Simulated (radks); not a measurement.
Atomic neodymium (Nd); electrons: [Xe] 4f4 6s2. Level of theory: non-relativistic Kohn-Sham, Slater X-alpha with alpha = 0.594, spin-unpolarised, spherical densities, point nucleus. Computed with the in-house radial solver radks.

Wanted: the number of electrons inside radius r (solid) and the radial density 4πr²ρ (dashed).

The count levels off at 60 electrons. Half of them lie within 0.444 bohr, 90 % within 1.74 bohr and 99 % within 5.57 bohr. The radial density has minima at 0.0339, 0.142 and 0.421 bohr, where the count stands at 2.0, 11.4 and 29.2; these part the shells that the density resolves.

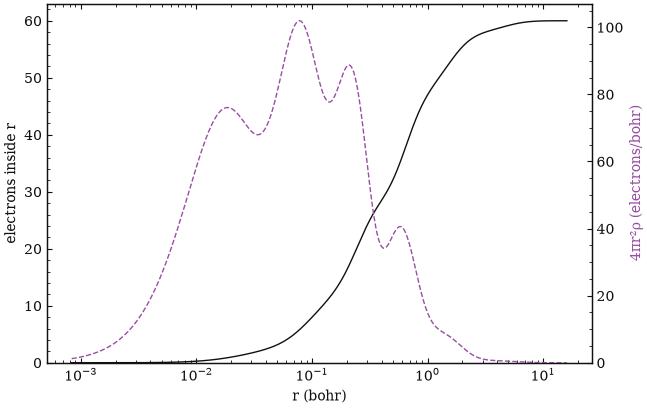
